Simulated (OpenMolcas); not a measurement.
# One shape, several levels: CH5FOSi (SMILES C[SiH](O)F)

Wanted: a comparison of 6 runs (HF/STO-3G, HF/3-21G, B3LYP/6-31G*, B2PLYP/def2-SVP, PBE/def2-SVP, PBE0/def2-SVP) of CH5FOSi. 

The calculation is run with OpenMolcas 26.06.

1 further run of the same task is left out (set aside as unsound or not needed).

**1. The system as given**

The species is CH5FOSi (9 atoms), meant as a singlet with charge 0. As SMILES, `C[SiH](O)F`. The Si2–O3 distance was set to 2.124 Å, away from the relaxed value.

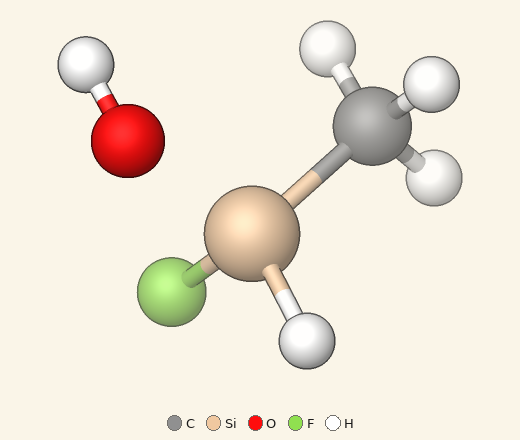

Viewed from a chosen angle; carbon grey, silicon light orange, oxygen red, fluorine green, hydrogen white.

**2. The energy at HF/STO-3G (run 1)**

Contents of mol.inp:

```
&GATEWAY
BasLib
$CurrDir
Coord
9
angstrom
C       -1.389528       0.492679      -0.143048
Si       0.268372       0.050579      -0.836848
O        1.699800      -0.426000       0.658800
F        0.055772      -1.209221      -1.802348
H       -2.089628       0.734179      -0.946648
H       -1.312428       1.361679       0.514952
H       -1.814328      -0.335021       0.431552
H        0.883672       1.127979      -1.637748
H        1.474600      -1.073100       1.328200
Basis
STO-3G
Group
NoSym
&SEWARD
&SCF
Thresholds
1e-10 1e-07 1e-07 1e-05
PrOrbitals
1 2
```

The basis set STO-3G is read from a file made from the Basis Set Exchange's data (not shown).

On the command line:

```bash
$ export MOLCAS_MEM=1860
$ pymolcas mol.inp > mol.log
```

Output:

```text
--- Start Module: gateway ---
[...]
--- Stop Module: gateway /rc=_RC_ALL_IS_WELL_ ---
--- Start Module: seward ---
[...]
      Basis functions           29
--- Stop Module: seward /rc=_RC_ALL_IS_WELL_ ---
[...]
--- Start Module: scf ---
[...]
       Convergence after  13 Iterations
[...]
::    Total SCF energy                               -497.7583562931
[...]
      Total spin, S                                     0.0000000000
[...]
      Total electronic charge=   42.000000
      Total            charge=   -0.000000
[...]
      Dipole Moment (debye):
      Origin of the operator (angstrom)=    0.2025   -0.2578   -0.6142
                   X= -1.6882E+00               Y=  4.8035E-01               Z=  2.4077E-01           Total=  1.7717E+00
      Quadrupole Moment (debye*angstrom):
[...]
--- Stop Module: scf /rc=_RC_ALL_IS_WELL_ ---
[...]
```

Run time: 2.6 s. Hardware: 1 thread of AMD EPYC 7R43 (Zen 3), shared host; peak memory 0.37 GiB.

**3. A single-point energy at HF/3-21G (run 2)**

Contents of mol.xyz:

```xyz
9

C     -1.389528     0.492679    -0.143048
Si     0.268372     0.050579    -0.836848
O      1.699800    -0.426000     0.658800
F      0.055772    -1.209221    -1.802348
H     -2.089628     0.734179    -0.946648
H     -1.312428     1.361679     0.514952
H     -1.814328    -0.335021     0.431552
H      0.883672     1.127979    -1.637748
H      1.474600    -1.073100     1.328200
```

Contents of test.input:

```
* CH5FOSi Hartree-Fock

&gateway
 baslib=$CurrDir
 coord=mol.xyz
 basis=3-21G
 group=NoSym

&seward

&scf
 thresholds=1e-10 1e-07 1e-07 1e-05
 prorbitals=0
```

The basis set 3-21G is read from a file made from the Basis Set Exchange's data (not shown).

On the command line:

```bash
$ export MOLCAS_MEM=1860
$ pymolcas test.input > test.log
```

Output:

```text
--- Start Module: gateway ---
[...]
--- Stop Module: gateway /rc=_RC_ALL_IS_WELL_ ---
--- Start Module: seward ---
[...]
      Basis functions           50
--- Stop Module: seward /rc=_RC_ALL_IS_WELL_ ---
[...]
--- Start Module: scf ---
[...]
       Convergence after  13 Iterations
[...]
::    Total SCF energy                               -501.3585919492
[...]
      Total spin, S                                     0.0000000000
[...]
      Total electronic charge=   42.000000
      Total            charge=   -0.000000
[...]
      Dipole Moment (debye):
      Origin of the operator (angstrom)=    0.2025   -0.2578   -0.6142
                   X= -2.8161E+00               Y=  1.0197E+00               Z=  7.6143E-01           Total=  3.0903E+00
      Quadrupole Moment (debye*angstrom):
[...]
--- Stop Module: scf /rc=_RC_ALL_IS_WELL_ ---
[...]
```

Run time: 3.6 s. Hardware: 1 thread of AMD EPYC 7R43 (Zen 3), shared host; peak memory 0.37 GiB.

Runs 3 to 5 aren't shown in full; the table further down has their settings and results.

**4. The energy at PBE0/def2-SVP (run 6)**

Contents of run.inp:

```
&GATEWAY
 BasLib = $CurrDir
 Coord
 9
 angstrom
 C       -1.389528       0.492679      -0.143048
 Si       0.268372       0.050579      -0.836848
 O        1.699800      -0.426000       0.658800
 F        0.055772      -1.209221      -1.802348
 H       -2.089628       0.734179      -0.946648
 H       -1.312428       1.361679       0.514952
 H       -1.814328      -0.335021       0.431552
 H        0.883672       1.127979      -1.637748
 H        1.474600      -1.073100       1.328200
 Basis = def2-SVP
 Group = NoSym

&SEWARD
 GridInput
 Grid=UltraFine
 End of Grid

&SCF
 KSDFT = PBE0
 Thresholds = 1e-10 1e-07 1e-07 1e-05
 PrOrbitals = 1
```

The basis set def2-SVP is read from a file made from the Basis Set Exchange's data (not shown).

On the command line:

```bash
$ export MOLCAS_MEM=1860
$ pymolcas run.inp > run.log
```

Output:

```text
--- Start Module: gateway ---
[...]
--- Stop Module: gateway /rc=_RC_ALL_IS_WELL_ ---
--- Start Module: seward ---
[...]
      Basis functions           85
--- Stop Module: seward /rc=_RC_ALL_IS_WELL_ ---
[...]
--- Start Module: scf ---
[...]
       Convergence after  15 Iterations
[...]
::    Total KS-DFT energy                            -505.1167740374
[...]
      Total spin, S                                     0.0000000000
[...]
      Total electronic charge=   42.000000
      Total            charge=   -0.000000
[...]
      Dipole Moment (debye):
      Origin of the operator (angstrom)=    0.2025   -0.2578   -0.6142
                   X= -2.6971E+00               Y=  8.3249E-01               Z=  4.0807E-01           Total=  2.8520E+00
      Quadrupole Moment (debye*angstrom):
[...]
--- Stop Module: scf /rc=_RC_ALL_IS_WELL_ ---
[...]
```

Wall time 42 s (1 thread of AMD EPYC 7R43 (Zen 3), shared host); peak memory 0.46 GiB.

**5. The series**

```csv
run,level,Cartesian functions,integration grid,energy (Eh),dipole moment (D),HOMO energy (eV),LUMO energy (eV),wall time
1,HF/STO-3G,no,–,-497.758356,1.77,-7.97,7.97,2.6 s
2,HF/3-21G,no,–,-501.358592,3.09,-11.66,4.06,3.6 s
3,B3LYP/6-31G* (Cartesian functions),yes,UltraFine,-505.724597,2.85,-7.17,-0.25,28 s
4,B2PLYP/def2-SVP,no,UltraFine,-505.150587,2.97,-9.30,1.36,39 s
5,PBE/def2-SVP,no,UltraFine,-505.082089,2.66,-5.74,-1.03,51 s
6,PBE0/def2-SVP,no,UltraFine,-505.116774,2.85,-7.57,-0.05,42 s
```

**6. Results**

| quantity | value |
| --- | --- |
| run 6: total energy | -505.11677 Eh |
| run 6: dipole moment | 2.85 D |
| run 6: HOMO energy | -7.57 eV |
| run 6: LUMO energy | -0.05 eV |
| run 6: HOMO–LUMO gap | 7.51 eV |

In words: The dipole moment (its size) runs from 1.77 D (HF/STO-3G) to 3.09 D (HF/3-21G). The HOMO–LUMO gap runs from 4.71 eV (PBE/def2-SVP) to 15.94 eV (HF/STO-3G). The two ends differ in method and basis. For B2PLYP the log adds the whole second-order term; the table takes 0.27 of it, as the functional is defined. Totals of different functionals can't be ranked against each other. In run 1 the basis is minimal, so the values are rough. All runs together took 2.8 min, the longest 51 s.
